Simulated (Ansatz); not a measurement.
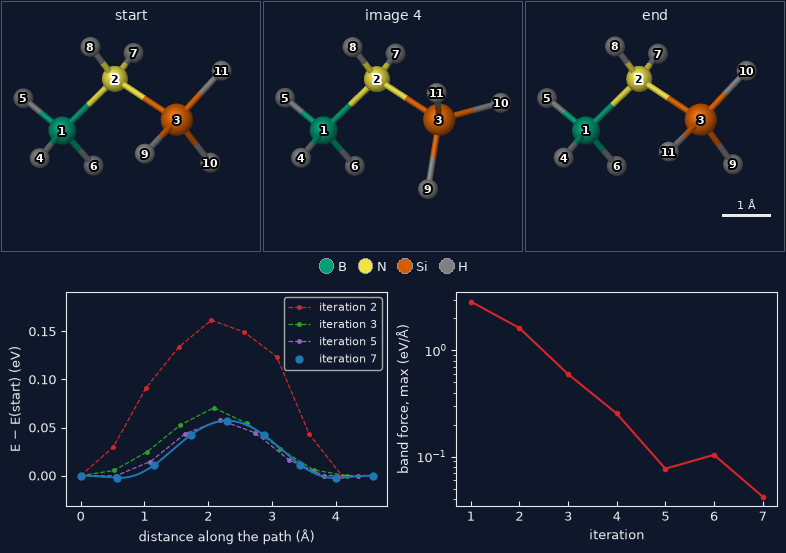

A nudged-elastic-band calculation for BSiNH$_{8}$. Images are numbered from 0 (start) to 8 (end). The plot follows the band through its iterations. Style: ball-and-stick. Shown at a tilt.

Computed with RKS B3LYP/def2-SVP (Ansatz). Run with 7 movable images; climbing image; force threshold 0.05 eV/Å; iteration limit 60; starting path through a guess of the saddle point.

Judge this run.

Answer. The run is converged, with reservations. The band converged in 7 iterations. The largest component of the band force went from 2.9 to 0.042 eV/Å. The climbing image converged on the top of the path. Its vibrational analysis gives one imaginary mode (143i cm⁻¹), as a transition state must have. The first iteration put the highest image at 0.699 eV. Relative to the start the highest point is image 4 at +0.057 eV and the end lies at 0.000 eV, but the profile dips to −0.002 eV at image 7 on the way, so there is an intermediate minimum on the way.

The run took 2.8 min on 1 thread of Arm Neoverse V1 (shared host), peak memory 0.16 GiB.
